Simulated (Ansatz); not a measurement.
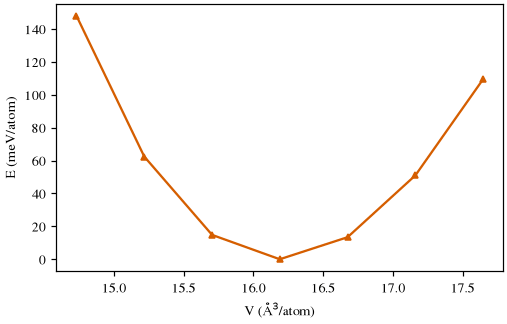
W in space group P4_2/mnm (No. 136; Pearson symbol tP30) under volume change, plane-wave PAW r²SCAN (Ansatz code), shape and atoms relaxed at each volume.

Question: What does a third-order Birch–Murnaghan fit give for V₀, B₀ and B′?

Answer: V₀ = 16.19 Å³/atom, B₀ = 309 GPa, B′ = 4.0.

The start of the workflow was typed in or built on a structure type; neither database checked (COD, Materials Project) lists it. It is not the phase usual at ambient conditions (space group No. 229). Symmetry was held in the r²SCAN relaxation; whether a distortion lowers the energy is not shown. No spin polarisation was allowed. Spin–orbit coupling is left out wherever it is not named.

Potentials: the later of the program's two PAW sets.
